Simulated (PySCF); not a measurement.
# C6H10O2Si2: what the fields show

```yaml
atoms:
  - { symbol: C, position_ang: [3.0000, -0.0643, -0.0513] }
  - { symbol: C, position_ang: [2.2098, 1.2141, 0.0375] }
  - { symbol: O, position_ang: [2.7285, 2.3024, -0.0646] }
  - { symbol: Si, position_ang: [0.2983, 1.0907, 0.3080] }
  - { symbol: C, position_ang: [-0.0684, -0.4373, 1.3566] }
  - { symbol: C, position_ang: [-1.0135, -1.2572, 0.9036] }
  - { symbol: C, position_ang: [-1.8660, -0.8995, -0.2637] }
  - { symbol: C, position_ang: [-2.7829, 0.1915, 0.0884] }
  - { symbol: O, position_ang: [-2.4338, 1.2007, 0.6605] }
  - { symbol: Si, position_ang: [-0.7439, 0.1029, -1.5325] }
  - { symbol: H, position_ang: [4.0494, 0.1321, -0.2596] }
  - { symbol: H, position_ang: [2.5755, -0.6945, -0.8300] }
  - { symbol: H, position_ang: [2.9072, -0.5955, 0.8935] }
  - { symbol: H, position_ang: [-0.0855, 2.4075, 0.8065] }
  - { symbol: H, position_ang: [0.4518, -0.6783, 2.2726] }
  - { symbol: H, position_ang: [-1.2665, -2.1815, 1.4092] }
  - { symbol: H, position_ang: [-2.3907, -1.7545, -0.6821] }
  - { symbol: H, position_ang: [-3.8250, 0.0789, -0.2594] }
  - { symbol: H, position_ang: [-1.6384, 0.8078, -2.4555] }
  - { symbol: H, position_ang: [-0.1112, -0.9552, -2.3408] }
```

Geometry: GFN2-xTB.

Level of theory: PySCF, PBE0/pcSseg-1, SCF density, gas phase, non-relativistic.

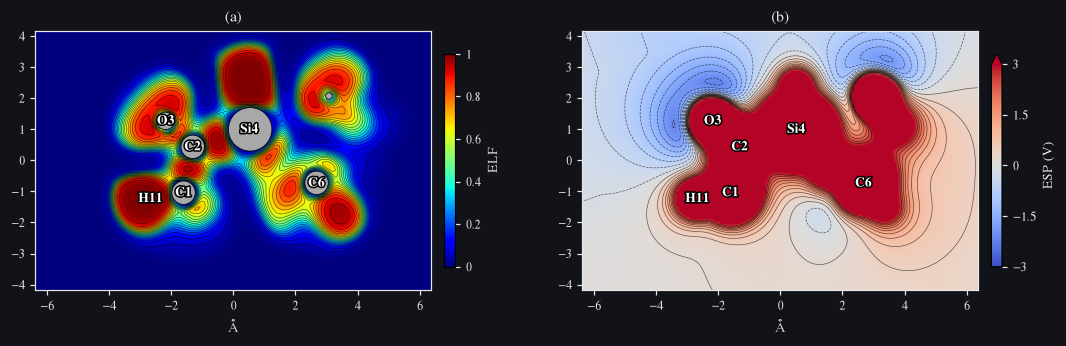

Figure 1. (a) electron localisation function; (b) molecular electrostatic potential on the plane of atoms C2, C1 and H11. Grey discs cover the atomic cores in the ELF map.

Q: Interpret the plot.

A: The section cuts through C, O, Si and H sites. C–O (1.21 Å): the ELF peaks at about 0.85 between the atoms (a short, multiple covalent bond). C–H (1.09 Å): the ELF climbs to about 1 towards the hydrogen, as it does in any bond to H (a covalent bond by its length). C–Si (1.93 Å): the ELF peaks at about 1 between the atoms, as expected for a covalent bond. The ELF also peaks beside O3 and O9, away from the bonds: lone-pair regions. Outside the dense part of the molecule the potential is most negative (−2.2 V) near O3.

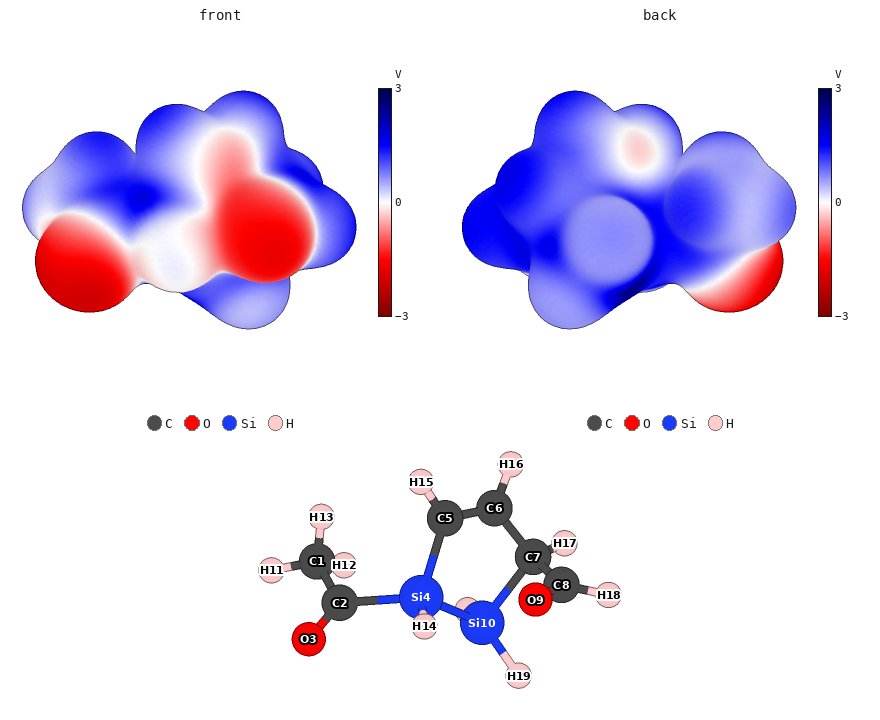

Figure 2. The electrostatic potential painted on the density surface at 0.004 e/bohr³, seen from the front and from behind; red is negative and blue positive. The bare structure is drawn below in the same view.

Q: Describe the electrostatic potential map.

A: The most negative region (about −2.0 V, or −46 kcal/mol for a unit charge) lies over O3, the most positive (about +2.2 V, or +51 kcal/mol for a unit charge) over Si10. O3 is the likeliest acceptor of a hydrogen bond.
